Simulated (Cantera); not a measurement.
Charge: 1 mol C₂H₄, 1.1 mol NH₃, 0.77 mol N₂, at 0.00240 bar.

Method: chemical equilibrium by Gibbs-energy minimisation in Cantera with the NASA 1993 tables (ideal gas, pure condensed phases). Candidate condensed phases: C, C₆H₆, C₇H₈, C₈H₁₈; 92 gas species. Rates play no part.

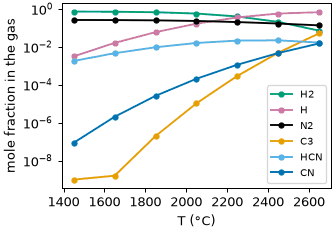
Fig. 1. Equilibrium gas composition (values under 1e-9 drawn at 1e-9)

Problem. Read off the mole fractions at 2450 °C.

Solution. H about 0.58, H₂ about 0.21, N₂ about 0.17, HCN about 0.022, C₃ about 0.0050, CN about 0.0048.
